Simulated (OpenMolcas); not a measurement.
Run report: CH2NO, single-point calculation (part 3 of 3)

CH2NO, multiplicity 2, SMILES [NH]C=O; CCSD/cc-pVDZ, ROHF (OpenMolcas 26.06). The geometry comes from this level: GFN2-xTB.

Geometry of the input (Å):
```
N  -0.6922  0.5213  -0.3105
C  0.3782  0.0472  0.2294
O  0.5687  -1.1711  0.1215
H  -1.3079  -0.1283  -0.7873
H  1.0532  0.7309  0.7469
```

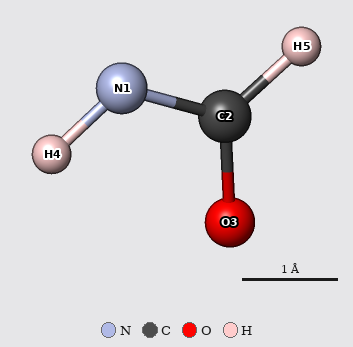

**Figure 1.** The structure (ball-and-stick view, seen at an oblique angle; atoms are numbered from 1 in the order of the input).

## Output, continued
```
      highest root included in the CI            1
      max. size of the explicit Hamiltonian      1
--

++    Optimization specifications:
      ----------------------------

      RASSCF algorithm: Conventional
      Maximum number of macro iterations       200
      Maximum number of SX iterations          100
      Threshold for RASSCF energy            1.000E-08
      Threshold for max MO rotation          1.000E-01
      Threshold for max BLB element          1.000E-04
      Level shift parameter                  5.000E-01
      Make Quasi-Newton update
--

      The MO-coefficients are taken from the file:
      calc.UnaOrb
      Title:UHF natural orbitals

      Total molecular charge    0.00

      ************************************************************************************************************************
      *                                            Wave function control section                                             *
      ************************************************************************************************************************

                                         RASSCF iterations: Energy and convergence statistics
                                         ----------------------------------------------------

          iter iter root      energy       change     param      element    value   shift minimum  type update hh:mm:ss
 Nr of preliminary CI iterations:   1
        1   1   12    1  -168.24857416    0.00E+00   7.94E-03   12  20 1  1.14E-02*  0.24   0.00    SX    NO    0:00:00
        2   1   11    1  -168.24894415   -3.70E-04*  7.19E-03   11  13 1 -3.79E-03*  0.25   0.00    SX    NO    0:00:00
        3   1   11    1  -168.24906780   -1.24E-04*  9.90E-03   11  12 1 -5.00E-03*  0.25   0.00    SX    NO    0:00:00
        4   1   11    1  -168.24920030   -1.32E-04*  1.05E-02   11  12 1 -5.23E-03*  0.25   0.00    SX    NO    0:00:00
        5   1   11    1  -168.24937673   -1.76E-04*  1.52E-02   11  12 1 -6.51E-03*  0.25   2.50    LS   YES    0:00:00
        6   1   11    1  -168.24967659   -3.00E-04*  2.17E-02   11  12 1 -8.31E-03*  0.26   2.50    LS   YES    0:00:00
        7   1   11    1  -168.25018964   -5.13E-04*  9.52E-02   11  12 1 -1.08E-02*  0.26   2.50    QN   YES    0:00:00
        8   1   11    1  -168.24874213    1.45E-03*  8.24E-02   11  12 1 -4.07E-03*  0.24  -0.50    LS   YES    0:00:00
        9   1   11    1  -168.24987894   -1.14E-03*  9.77E-02   11  12 1 -9.98E-03*  0.26   2.50    LS   YES    0:00:00
       10   1   12    1  -168.25293072   -3.05E-03*  1.55E-01*  11  12 1 -1.43E-02*  0.27   2.50    QN   YES    0:00:00
       11   1   11    1  -168.24888247    4.05E-03*  1.21E-01*   5  14 1  5.23E-03*  0.25   2.50    LS   YES    0:00:00
       12   1   11    1  -168.24969881   -8.16E-04*  1.30E-01*  11  12 1  1.16E-02*  0.23   2.50    LS   YES    0:00:00
       13   1   12    1  -168.25443111   -4.73E-03*  1.59E-01*  11  12 1  2.26E-02*  0.24   2.50    QN   YES    0:00:00
       14   1   11    1  -168.24913510    5.30E-03*  1.23E-01*  11  13 1 -6.85E-03*  0.23  -0.50    LS   YES    0:00:00
       15   1   12    1  -168.25277398   -3.64E-03*  1.31E-01*  11  12 1  1.96E-02*  0.24   2.50    LS   YES    0:00:00
       16   1   12    1  -168.25923163   -6.46E-03* -2.43E-01*  11  13 1 -2.78E-02*  0.25   2.50    QN   YES    0:00:00
       17   1   13    1  -168.24755857    1.17E-02* -1.66E-01*  11  12 1  2.29E-02*  0.24  -0.50    LS   YES    0:00:00
       18   1   12    1  -168.25471528   -7.16E-03* -1.62E-01*  11  12 1  2.81E-02*  0.24   2.50    LS   YES    0:00:00
       19   1   12    1  -168.26390560   -9.19E-03* -4.01E-01*  11  13 1 -3.21E-02*  0.26   2.10    QN   YES    0:00:00
       20   1   14    1  -168.24647720    1.74E-02* -1.28E-01*  11  13 1 -1.05E-01*  0.25   0.39    LS   YES    0:00:00
       21   1   13    1  -168.26422871   -1.78E-02* -9.49E-02   11  13 1 -7.04E-02*  0.27   1.93    LS   YES    0:00:00
       22   1   13    1  -168.26869292   -4.46E-03* -3.64E-02   11  13 1 -5.21E-02*  0.27   1.31    QN   YES    0:00:00
       23   1   12    1  -168.27069550   -2.00E-03*  2.64E-02   10  14 1  2.55E-02*  0.32   0.66    QN   YES    0:00:00
       24   1   12    1  -168.27224534   -1.55E-03*  1.10E-02   10  14 1  1.24E-02*  0.30   1.42    QN   YES    0:00:00
       25   1   11    1  -168.27271029   -4.65E-04*  1.35E-02   11  13 1 -4.96E-03*  0.29   1.47    QN   YES    0:00:00
       26   1   10    1  -168.27287352   -1.63E-04* -8.16E-03    6  12 1 -1.88E-03*  0.29   1.42    QN   YES    0:00:00
       27   1   10    1  -168.27291365   -4.01E-05* -3.06E-03   11  13 1  1.22E-03*  0.29   1.33    QN   YES    0:00:00
       28   1   10    1  -168.27292247   -8.83E-06*  1.11E-03   11  13 1  9.53E-04*  0.29   1.45    QN   YES    0:00:00
       29   1    9    1  -168.27292502   -2.55E-06*  3.61E-04   11  13 1  3.38E-04*  0.29   1.32    QN   YES    0:00:00
       30   1    8    1  -168.27292552   -4.95E-07*  1.93E-04   12  13 1 -1.32E-04*  0.29   1.36    QN   YES    0:00:00
       31   1    7    1  -168.27292563   -1.13E-07* -7.36E-05    7  17 1 -6.03E-05   0.29   1.35    QN   YES    0:00:00
       32   1    7    1  -168.27292565   -2.40E-08*  3.84E-05   11  13 1 -3.14E-05   0.29   1.30    QN   YES    0:00:00
       33   1    6    1  -168.27292566   -3.78E-09   1.72E-05   12  13 1  9.49E-06   0.29   1.25    QN   YES    0:00:00
      Convergence after 33 iterations
       34   1    6    1  -168.27292566   -5.52E-10   1.72E-05    5  12 1 -5.71E-06   0.29   1.25    QN   YES    0:00:00

      ************************************************************************************************************************
                                                      Wave function printout:
                       occupation of active orbitals, and spin coupling of open shells (u,d: Spin up or down)
      ************************************************************************************************************************

      Note: transformation to natural orbitals
      has been made, which may change the order of the CSFs.

      printout of CI-coefficients larger than  0.05 for root  1
      energy=    -168.272926
      conf/sym  1     Coeff  Weight
             1  u   1.00000 1.00000

      Natural orbitals and occupation numbers for root  1
      sym 1:   1.000000

      ************************************************************************************************************************
      *                                                    Final results                                                     *
      ************************************************************************************************************************

++    Final optimization conditions:
      ------------------------------

      Average CI energy                            -168.27292566
      RASSCF energy for state  1                   -168.27292566
      Super-CI energy                                -0.00000000
      RASSCF energy change                           -0.00000000
      Max change in MO coefficients               1.581E-05
      Max non-diagonal density matrix element     1.720E-05
      Maximum BLB matrix element                 -5.707E-06
      (orbital pair   5,  12 in symmetry   1)
      Norm of electronic gradient            1.058E-05
--

      Final state energy(ies):
      ------------------------

::    RASSCF root number  1 Total energy:   -168.27292566
      Von Neumann Entropy (Root   1) =  0.50000

      Mulliken population analysis for root number:  1
      -----------------------------------------------

++    Molecular charges:
      ------------------

      Mulliken charges per centre
      ---------------------------

                N1      C2      O3      H4      H5
      Total    7.3699  5.7375  8.0934  0.8936  0.9056

      N-E     -0.3699  0.2625 -0.0934  0.1064  0.0944

      Total electronic charge=   23.000000

      Total            charge=   -0.000000
--

      Expectation values of various properties for root number:  1
      -----------------------------------------------------------

++    Molecular properties:
      ---------------------

      Charge (e):
                      =   -0.0000
      Dipole Moment (debye):
      Origin of the operator (angstrom)=    0.0837   -0.2331    0.0070
                   X=  1.3400E+00               Y= -7.7108E-01               Z=  6.4387E-01           Total=  1.6747E+00
      Quadrupole Moment (debye*angstrom):
      Origin of the operator (angstrom)=    0.0837   -0.2331    0.0070
                  XX= -1.5500E+01              XY=  3.3802E+00              XZ=  1.8765E+00              YY= -2.0290E+01
                  YZ=  1.5033E+00              ZZ= -1.6303E+01
      In traceless form (debye*angstrom)
                  XX=  2.7963E+00              XY=  5.0703E+00              XZ=  2.8148E+00              YY= -4.3884E+00
                  YZ=  2.2549E+00              ZZ=  1.5922E+00
--

      Mulliken spin population analysis for root number:  1
      ---------------------------------------------------

++    Molecular charges:
      ------------------

      Mulliken spin population per centre
      ---------------------------

                N1      C2      O3      H4      H5
      Total    0.0504  0.0246  0.9088  0.0020  0.0142

      Total electronic spin=    1.000000
--

      Canonical orbitals are written to the RASORB file
      Natural orbitals for root   1 are written to the RASORB.1 file
      Spin density orbitals for root   1 are written to the SPDORB.1 file

--- Stop Module: rasscf /rc=_RC_ALL_IS_WELL_ ---
--- Module rasscf spent 2 seconds ---

--- Start Module: motra ---

                                               &MOTRA

                       available to each process: 1.9 GB of memory, 1 thread

      *** WARNING: Default frozen orbitals is overwritten by user input.
      *** Default values:   3

      Header of the integral files:

      Header of MO coefficients source file:
      JOBIPH

      Cartesian coordinates in angstrom:
      -----------------------------------------------------
      No.  Label        X            Y            Z
      -----------------------------------------------------
       1   N1        -0.69217000   0.52127000  -0.31049000
       2   C2         0.37825000   0.04722000   0.22938000
       3   O3         0.56868000  -1.17109000   0.12145000
       4   H4        -1.30792000  -0.12830000  -0.78725000
       5   H5         1.05316000   0.73090000   0.74691000
      -----------------------------------------------------
      Nuclear repulsion energy =   65.54211773

      Orbital specifications:
      -----------------------

      Symmetry species:              1
      Number of basis functions:    52
      Frozen orbitals:               3
      Deleted orbitals:              0
      Number of orbitals used:      49

       SYMMETRY  BASIS FUNCTIONS       ORBITALS      INTEGRALS   CPU(SEC)  I/O(SEC)
        1 1 1 1   52  52  52  52    49  49  49  49      750925       0.00      0.00

       TOTAL CPU TIME(SEC)    0.07TOTAL I/O TIME(SEC)    0.09

--- Stop Module: motra /rc=_RC_ALL_IS_WELL_ ---

--- Start Module: ccsdt ---

                                               &CCSDT

                       available to each process: 1.9 GB of memory, 1 thread

      Standard Fortran IO handling used
      Integrals for CCSD will be produced
      ROHF open shell reference function

      Actual numbers of frozen and deleted orbitals :
      -----------------------------------------------

      Symmetry species                           1
      Frozen orbitals                            3
      Deleted orbitals                           0

      Wave function specifications from previous RASSCF:
      --------------------------------------------------

      Number of closed shell electrons          22
      Number of electrons in active shells       1
      Max number of holes in RAS1 space          0
      Max number of electrons in RAS3 space      0
      Number of inactive orbitals               11
      Number of active orbitals                  1
      Number of secondary orbitals              40
      Spin quantum number                      0.5
      State symmetry                             1
      Number of configuration state fnc.         1
      Number of root(s) available                1
      CI root used                               1
      This is a high spin open shell RHF reference function

      Orbital specifications from previous RASSCF:
      --------------------------------------------

      Symmetry species                           1
      Frozen orbitals                            0
      Inactive orbitals                         11
      Active orbitals                            1
      Secondary orbitals                        40
      Deleted orbitals                           0
      Number of basis functions                 52

      SCF energy:   -168.27292566
      -----------

      Required WRK size-sum :               528220

      Wave function specifications:
      -----------------------------

      Spin mutiplicity                           2
      State symmetry                             1

      Orbital specifications:
      -----------------------

      Symmetry species                           1
      Total no. of orbitals                     49
      No. of occupied orbitals with alpha spin   9
      No. of occupied orbitals with beta spin    8
      No. of virtual orbitals with alpha spin   40
      No. of virtual orbitals with beta spin    41

      Methods and options:
      --------------------

      Max no. of iterations                  80
      Type of denominators                  diagonal Fock matrix elements
      energy convergence criterium                0.00000001000000

 DIIS EXTRAPOLATION USED     : YES
 FIRST ITERATION OF EXT.     :  5
 EXTRAPOLATION CYCLE         :  4

 SPIN ADAPTATION             : NONE
 RST. INF. WILL BE SAVED IN  : RSTART
 PREFERENCE MATRIX MULT.     : NORMAL
 DENOMINATOR SHIFT FOR OCC.  :      0.00000
 DENOMINATOR SHIFT FOR VIRT. :      0.00000
 LEVEL OF OUTPUT PRINTING    : MINIMAL
 INPUT/OUTPUT HANDLING       : Standard SQ
 MATRIX OPERATIONS           : ESSL

  nProcs, myRank                    1                    0
  Basic Work space requirements    :               881084
  Max Size            232498275
  Final Work space requirements    :              1015540
  Allocation of work space   : Done

      Iteration       Total enegy      Corr. energy      Difference
          1         -168.71336733      -0.44044167      -0.44044167
          2         -168.72287560      -0.44994994      -0.00950827
          3         -168.73813574      -0.46521008      -0.01526014
          4         -168.73902107      -0.46609541      -0.00088533
          5         -168.74549412      -0.47256846      -0.00647305
          6         -168.74712019      -0.47419453      -0.00162607
          7         -168.74877997      -0.47585431      -0.00165978
          8         -168.74992247      -0.47699681      -0.00114250
          9         -168.75094539      -0.47801973      -0.00102292
         10         -168.75042132      -0.47749566       0.00052407
         11         -168.75078400      -0.47785834      -0.00036267
         12         -168.75079447      -0.47786881      -0.00001047
         13         -168.75085664      -0.47793098      -0.00006217
         14         -168.75085191      -0.47792625       0.00000473
         15         -168.75084630      -0.47792064       0.00000561
         16         -168.75084867      -0.47792301      -0.00000237
         17         -168.75084734      -0.47792169       0.00000133
         18         -168.75084954      -0.47792388      -0.00000219
         19         -168.75085005      -0.47792439      -0.00000051
         20         -168.75085202      -0.47792636      -0.00000197
         21         -168.75085327      -0.47792761      -0.00000124
         22         -168.75085333      -0.47792767      -0.00000006
         23         -168.75085390      -0.47792824      -0.00000057
         24         -168.75085383      -0.47792817       0.00000006
         25         -168.75085384      -0.47792818      -0.00000001
      Convergence after                    26  Iterations

      Total energy (diff) :    -168.75085384      -0.00000001
      Correlation energy  :        -0.4779281797197
      Reference energy    :      -168.2729256589253
      E1aa   contribution :      -0.00172422
      E1bb   contribution :      -0.00294872
      E2aaaa contribution :      -0.05521416
      E2bbbb contribution :      -0.05291188
      E2abab contribution :      -0.36512921

 Five largest amplitudes of :T1aa
  SYMA   SYMB   SYMI   SYMJ     A      B      I      J     VALUE
    1      0      1      0      1      0      6      0    -0.0459516944
    1      0      1      0     13      0      8      0     0.0195899589
    1      0      1      0      3      0      9      0    -0.0176433064
    1      0      1      0      4      0      9      0     0.0142112221
    1      0      1      0      5      0      9      0    -0.0141789725
 Euclidian norm is :     0.0774330566

 Five largest amplitudes of :T1bb
  SYMA   SYMB   SYMI   SYMJ     A      B      I      J     VALUE
    1      0      1      0      1      0      7      0     0.3827280699
    1      0      1      0      1      0      5      0     0.1035604097
    1      0      1      0      2      0      6      0    -0.0696063118
    1      0      1      0      4      0      7      0    -0.0361844190
    1      0      1      0      1      0      3      0     0.0290714180
 Euclidian norm is :     0.4129658234

 Five largest amplitudes of :T2aaaa
  SYMA   SYMB   SYMI   SYMJ     A      B      I      J     VALUE
    1      1      1      1      8      1      8      5    -0.0163996520
    1      1      1      1      9      1      6      4     0.0150382012
    1      1      1      1     17     16      9      6    -0.0130409910
    1      1      1      1      4      1      8      7     0.0111295052
    1      1      1      1     11      1      8      7     0.0105522937
 Euclidian norm is :     0.1181264525

 Five largest amplitudes of :T2bbbb
  SYMA   SYMB   SYMI   SYMJ     A      B      I      J     VALUE
    1      1      1      1      2      1      8      7     0.0871369264
    1      1      1      1      2      1      7      6     0.0684535097
    1      1      1      1      2      1      6      5    -0.0308671370
    1      1      1      1      2      1      8      5     0.0308169582
    1      1      1      1     14      1      8      7     0.0252770208
 Euclidian norm is :     0.1810133291

 Five largest amplitudes of :T2abab
  SYMA   SYMB   SYMI   SYMJ     A      B      I      J     VALUE
    1      1      1      1      1      1      8      7     0.1030931675
    1      1      1      1      1      2      8      8    -0.0988458466
    1      1      1      1      1      1      6      7    -0.0668765229
    1      1      1      1      1      1      8      5     0.0347350006
    1      1      1      1      1      2      6      6    -0.0330266398
 Euclidian norm is :     0.3930655938

      Happy Landing!

--- Stop Module: ccsdt /rc=_RC_ALL_IS_WELL_ ---
--- Module ccsdt spent 4 seconds ---

.##################.
.# Happy landing! #.
.##################.

    Timing: Wall=9.88 User=7.65 System=1.77
```

## Summary

| quantity | value |
| --- | --- |
| outcome | converged |
| total energy | −168.750854 hartree |
| SCF energy | −168.272926 hartree |
| CCSD energy | −168.750854 hartree |
| correlation energy | −0.477928 hartree |
| basis functions | 52 |
| hardware | 1 thread of Arm Neoverse V2, 24 GiB of memory available, shared host |
| wall time | 10 s |
| peak memory | 0.38 GiB |
